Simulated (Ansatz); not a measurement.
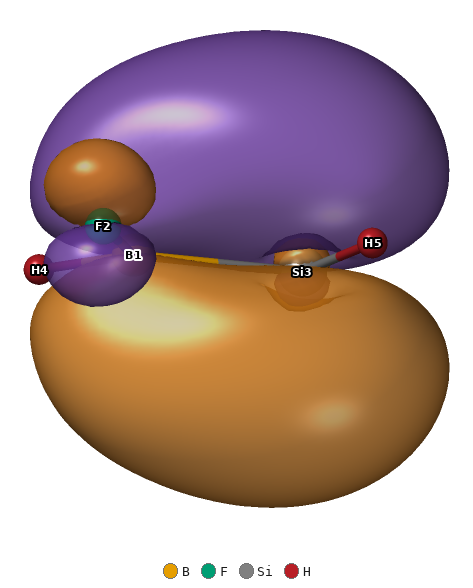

Figure 1: BFH$_{2}$Si (charge −1, doublet). The HOMO (α) at ±0.06 Å⁻³ᐟ² (orange and purple are the two phases), seen from one side.

Geometry: BLYP-D3(BJ)/def2-SVPD.

Computed with Ansatz 0.2.0, isolated molecule in a Gaussian basis; Kohn-Sham density functional theory, functional PBE0.

```yaml
atoms:
  - { symbol: B, position_ang: [0.7016, -0.4497, 0.7816] }
  - { symbol: F, position_ang: [1.2342, 0.5671, 1.5919] }
  - { symbol: Si, position_ang: [1.7293, -1.8906, -0.1780] }
  - { symbol: H, position_ang: [-0.5327, -0.3449, 0.7284] }
  - { symbol: H, position_ang: [3.1463, -1.4346, 0.3114] }
```

What is the character of this orbital?

Its weight (Hirshfeld) is mainly on Si3 (about 65 %) and B1 (about 25 %); it changes sign across the molecular plane (π type); π-bonding across B1–Si3. Its energy is −0.32 eV.
